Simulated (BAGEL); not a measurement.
**One shape, several levels: doublet CH6GeO+**

We compute a comparison of 4 runs (UHF/STO-3G, ROHF/6-31G*, UHF/6-31G*, ROHF/cc-pVDZ) of doublet CH6GeO+. 

The results are computed with BAGEL 1.2.2.

1 further run of the same task is left out (it didn't finish).

## 1. The structure to begin with

CH6GeO+: 9 atoms, total charge +1, spin state doublet. SMILES of the parent species: `C[O][GeH3]`. Geometry: relaxed at PBE0-D4/def2-TZVP. That shape belongs to the parent species and isn't relaxed for this state.

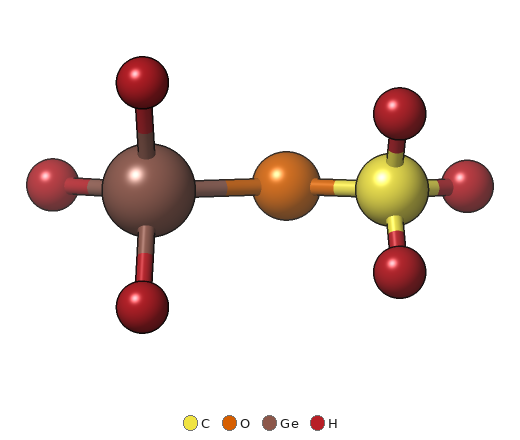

The structure, seen from a chosen angle (carbon yellow, oxygen orange, germanium brown, hydrogen red).

## 2. The energy at UHF/STO-3G (density fitting with qzvpp-jkfit) (run 1)

hf.json

```json
{ "bagel": [

{
  "title": "molecule",
  "basis": "sto-3g",
  "df_basis": "qzvpp-jkfit",
  "angstrom": true,
  "geometry": [
    { "atom": "C", "xyz": [      -0.461600,       0.939500,      -0.879600 ] },
    { "atom": "O", "xyz": [      -0.657300,      -0.383600,      -0.447300 ] },
    { "atom": "Ge", "xyz": [       0.409500,      -1.004400,       0.834300 ] },
    { "atom": "H", "xyz": [      -1.194400,       1.152600,      -1.661500 ] },
    { "atom": "H", "xyz": [       0.540900,       1.094500,      -1.301500 ] },
    { "atom": "H", "xyz": [      -0.607700,       1.666800,      -0.069200 ] },
    { "atom": "H", "xyz": [       1.870200,      -0.939000,       0.345100 ] },
    { "atom": "H", "xyz": [      -0.054100,      -2.444000,       1.070300 ] },
    { "atom": "H", "xyz": [       0.242900,      -0.128600,       2.092200 ] }
  ]
},

{
  "title": "uhf",
  "charge": 1,
  "nopen": 1
},

{
  "title": "print",
  "file": "orbitals.molden",
  "orbitals": true
}

]}
```

Launch:

```
$ BAGEL_NUM_THREADS=1 BAGEL hf.json > hf.out
```

What it wrote:

```text
* using 1 threads per process

  ===============================================================
  ===============================================================

  *** Geometry ***

  { "atom" : "C", "xyz" : [     -0.872298,      1.775398,     -1.662203 ] },
  { "atom" : "O", "xyz" : [     -1.242117,     -0.724899,     -0.845274 ] },
  { "atom" : "Ge", "xyz" : [      0.773843,     -1.898041,      1.576599 ] },
  { "atom" : "H", "xyz" : [     -2.257089,      2.178098,     -3.139780 ] },
  { "atom" : "H", "xyz" : [      1.022153,      2.068305,     -2.459479 ] },
  { "atom" : "H", "xyz" : [     -1.148387,      3.149796,     -0.130769 ] },
  { "atom" : "H", "xyz" : [      3.534166,     -1.774453,      0.652144 ] },
  { "atom" : "H", "xyz" : [     -0.102234,     -4.618491,      2.022574 ] },
  { "atom" : "H", "xyz" : [      0.459014,     -0.243019,      3.953685 ] },

  Number of auxiliary basis functions:      526

  Since a DF basis is specified, we compute 2- and 3-index integrals:
    o Being stored without compression. Storage requirement is 0.005 GB

  Number of basis functions:       34
  Number of electrons      :       52

    * METHOD: MOLECULE                             0.19

  *** Open-shell HF ***

  === Nuclear Repulsion ===
   205.4353264977

      * DIIS with orbital gradients will be used.

  === UHF iteration (sto-3g) ===
      0      -2166.20076567          0.02174495           0.05
      1      -2166.27463254          0.00869730           0.05
      2      -2166.28936448          0.00415127           0.05
      3      -2166.29397742          0.00161093           0.05
      4      -2166.29471070          0.00027170           0.05
      5      -2166.29474392          0.00011371           0.05
      6      -2166.29475418          0.00003143           0.05
      7      -2166.29475975          0.00000880           0.05
      8      -2166.29476193          0.00000545           0.05
      9      -2166.29476276          0.00000189           0.05
     10      -2166.29476278          0.00000034           0.05
     11      -2166.29476278          0.00000017           0.05
     12      -2166.29476278          0.00000011           0.05
     13      -2166.29476278          0.00000008           0.05
     14      -2166.29476278          0.00000007           0.05
     15      -2166.29476278          0.00000006           0.05
     16      -2166.29476278          0.00000003           0.05
     17      -2166.29476278          0.00000001           0.05
    * SCF iteration converged.

    * S^2 (UHF) is 0.7578

    * Permanent dipole moment:
           (    0.216640,    -0.930735,     0.633804) a.u.

    * METHOD: UHF                                  1.04

    * METHOD: PRINT                                0.00

  ===============================================================
```

Run time: 1.4 s. Hardware: 1 thread of Arm Neoverse V2, shared host; peak memory 0.081 GiB.

## 3. A single-point energy at ROHF/6-31G(d) (density fitting with qzvpp-jkfit, spherical functions) (run 2)

hf.json

```json
{ "bagel" : [

{
  "title" : "molecule",
  "basis" : "6-31gs.json",
  "df_basis" : "qzvpp-jkfit",
  "angstrom" : "true",
  "geometry" : [
    { "atom" : "C", "xyz" : [   -0.461600,    0.939500,   -0.879600 ] },
    { "atom" : "O", "xyz" : [   -0.657300,   -0.383600,   -0.447300 ] },
    { "atom" : "Ge", "xyz" : [    0.409500,   -1.004400,    0.834300 ] },
    { "atom" : "H", "xyz" : [   -1.194400,    1.152600,   -1.661500 ] },
    { "atom" : "H", "xyz" : [    0.540900,    1.094500,   -1.301500 ] },
    { "atom" : "H", "xyz" : [   -0.607700,    1.666800,   -0.069200 ] },
    { "atom" : "H", "xyz" : [    1.870200,   -0.939000,    0.345100 ] },
    { "atom" : "H", "xyz" : [   -0.054100,   -2.444000,    1.070300 ] },
    { "atom" : "H", "xyz" : [    0.242900,   -0.128600,    2.092200 ] }
  ]
},
{
  "title" : "rohf",
  "charge" : 1,
  "nopen" : 1
},
{
  "title" : "print",
  "file" : "orbitals.molden",
  "orbitals" : "true"
}

]}
```

The basis set 6-31G* is read from a file made from the Basis Set Exchange's data (not shown).

Launch:

```
$ BAGEL_NUM_THREADS=1 BAGEL hf.json > hf.out
```

What it wrote:

```text
* using 1 threads per process

  ===============================================================
  ===============================================================

  *** Geometry ***

  { "atom" : "C", "xyz" : [     -0.872298,      1.775398,     -1.662203 ] },
  { "atom" : "O", "xyz" : [     -1.242117,     -0.724899,     -0.845274 ] },
  { "atom" : "Ge", "xyz" : [      0.773843,     -1.898041,      1.576599 ] },
  { "atom" : "H", "xyz" : [     -2.257089,      2.178098,     -3.139780 ] },
  { "atom" : "H", "xyz" : [      1.022153,      2.068305,     -2.459479 ] },
  { "atom" : "H", "xyz" : [     -1.148387,      3.149796,     -0.130769 ] },
  { "atom" : "H", "xyz" : [      3.534166,     -1.774453,      0.652144 ] },
  { "atom" : "H", "xyz" : [     -0.102234,     -4.618491,      2.022574 ] },
  { "atom" : "H", "xyz" : [      0.459014,     -0.243019,      3.953685 ] },

  Number of auxiliary basis functions:      526

  Since a DF basis is specified, we compute 2- and 3-index integrals:
    o Being stored without compression. Storage requirement is 0.022 GB

  Number of basis functions:       72
  Number of electrons      :       52

    * METHOD: MOLECULE                             0.25

  *** Open-shell HF ***

  === Nuclear Repulsion ===
   205.4353264977

      * DIIS with orbital gradients will be used.

  === ROHF iteration (6-31gs.json) ===
      0      -2190.69614683          0.03753401           0.13
      1      -2190.75029217          0.04054926           0.13
      2      -2190.77432078          0.03541178           0.13
      3      -2190.90822674          0.00605292           0.12
      4      -2190.92583126          0.00487457           0.13
      5      -2190.94233443          0.00255166           0.13
[... 15 lines of this table left out ...]
     21      -2190.94796760          0.00000001           0.13
     22      -2190.94796760          0.00000001           0.12
    * SCF iteration converged.

    * S^2 (ROHF) is 0.7500

    * Permanent dipole moment:
           (    0.185686,    -1.075970,     0.672397) a.u.

    * METHOD: ROHF                                 3.14

    * METHOD: PRINT                                0.01

  ===============================================================
```

It took 3.6 s on 1 thread of Arm Neoverse V2, shared host; peak memory 0.12 GiB.

Run 3 isn't shown in full; the table further down has it.

## 4. A single-point energy at ROHF/cc-pVDZ (density fitting with qzvpp-jkfit) (run 4)

hf.json

```json
{ "bagel": [

{
  "title": "molecule",
  "basis": "cc-pvdz.json",
  "df_basis": "qzvpp-jkfit",
  "angstrom": true,
  "geometry": [
    { "atom": "C", "xyz": [      -0.461600,       0.939500,      -0.879600 ] },
    { "atom": "O", "xyz": [      -0.657300,      -0.383600,      -0.447300 ] },
    { "atom": "Ge", "xyz": [       0.409500,      -1.004400,       0.834300 ] },
    { "atom": "H", "xyz": [      -1.194400,       1.152600,      -1.661500 ] },
    { "atom": "H", "xyz": [       0.540900,       1.094500,      -1.301500 ] },
    { "atom": "H", "xyz": [      -0.607700,       1.666800,      -0.069200 ] },
    { "atom": "H", "xyz": [       1.870200,      -0.939000,       0.345100 ] },
    { "atom": "H", "xyz": [      -0.054100,      -2.444000,       1.070300 ] },
    { "atom": "H", "xyz": [       0.242900,      -0.128600,       2.092200 ] }
  ]
},

{ "title": "rohf", "charge": 1, "nopen": 1 },

{ "title": "print", "file": "orbitals.molden", "orbitals": true }

]}
```

The basis set cc-pVDZ is read from a file made from the Basis Set Exchange's data (not shown).

Launch:

```
$ BAGEL_NUM_THREADS=1 BAGEL hf.json > hf.out
```

What it wrote:

```text
* using 1 threads per process

  ===============================================================
  ===============================================================

  *** Geometry ***

  { "atom" : "C", "xyz" : [     -0.872298,      1.775398,     -1.662203 ] },
  { "atom" : "O", "xyz" : [     -1.242117,     -0.724899,     -0.845274 ] },
  { "atom" : "Ge", "xyz" : [      0.773843,     -1.898041,      1.576599 ] },
  { "atom" : "H", "xyz" : [     -2.257089,      2.178098,     -3.139780 ] },
  { "atom" : "H", "xyz" : [      1.022153,      2.068305,     -2.459479 ] },
  { "atom" : "H", "xyz" : [     -1.148387,      3.149796,     -0.130769 ] },
  { "atom" : "H", "xyz" : [      3.534166,     -1.774453,      0.652144 ] },
  { "atom" : "H", "xyz" : [     -0.102234,     -4.618491,      2.022574 ] },
  { "atom" : "H", "xyz" : [      0.459014,     -0.243019,      3.953685 ] },

  Number of auxiliary basis functions:      526

  Since a DF basis is specified, we compute 2- and 3-index integrals:
    o Being stored without compression. Storage requirement is 0.030 GB

  Number of basis functions:       85
  Number of electrons      :       52

    * METHOD: MOLECULE                             0.26

  *** Open-shell HF ***

  === Nuclear Repulsion ===
   205.4353264977

      * DIIS with orbital gradients will be used.

  === ROHF iteration (cc-pvdz.json) ===
      0      -2190.94533077          0.02870648           0.16
      1      -2191.01905010          0.03138660           0.16
      2      -2191.04247162          0.02552898           0.16
      3      -2191.17494863          0.00541946           0.16
      4      -2191.19307246          0.00411872           0.16
      5      -2191.20251217          0.00367763           0.16
      6      -2191.20538491          0.00580287           0.16
      7      -2191.22031496          0.00074086           0.16
      8      -2191.21983454          0.00018721           0.16
      9      -2191.22007441          0.00008757           0.16
     10      -2191.22011352          0.00003139           0.16
     11      -2191.22011362          0.00000690           0.16
     12      -2191.22011483          0.00000178           0.16
     13      -2191.22011685          0.00000074           0.16
     14      -2191.22011737          0.00000022           0.16
     15      -2191.22011731          0.00000007           0.16
     16      -2191.22011734          0.00000005           0.16
     17      -2191.22011735          0.00000004           0.15
     18      -2191.22011734          0.00000004           0.15
     19      -2191.22011735          0.00000003           0.16
     20      -2191.22011734          0.00000001           0.17
     21      -2191.22011734          0.00000001           0.16
    * SCF iteration converged.

    * S^2 (ROHF) is 0.7500

    * Permanent dipole moment:
           (    0.188018,    -1.077875,     0.675460) a.u.

    * METHOD: ROHF                                 3.71

    * METHOD: PRINT                                0.01

  ===============================================================
```

Run time: 4.2 s. Hardware: 1 thread of Arm Neoverse V2, shared host; peak memory 0.13 GiB.

## 5. The series

```csv
run,level,energy (Eh),⟨S²⟩,wall time
1,UHF/STO-3G (density fitting with qzvpp-jkfit),-2166.294763,0.758,1.4 s
2,"ROHF/6-31G* (density fitting with qzvpp-jkfit, spherical functions)",-2190.947968,0.750,3.6 s
3,"UHF/6-31G* (density fitting with qzvpp-jkfit, spherical functions)",-2190.953471,0.762,4.5 s
4,ROHF/cc-pVDZ (density fitting with qzvpp-jkfit),-2191.220117,0.750,4.2 s
```

## 6. What came out

| quantity | value |
| --- | --- |
| run 4: total energy | -2191.22012 Eh |
| run 4: ⟨S²⟩ | 0.750 |

**Reading.** In run 1 the basis is minimal, so the values are rough. All runs together took 14 s, the longest 4.5 s.
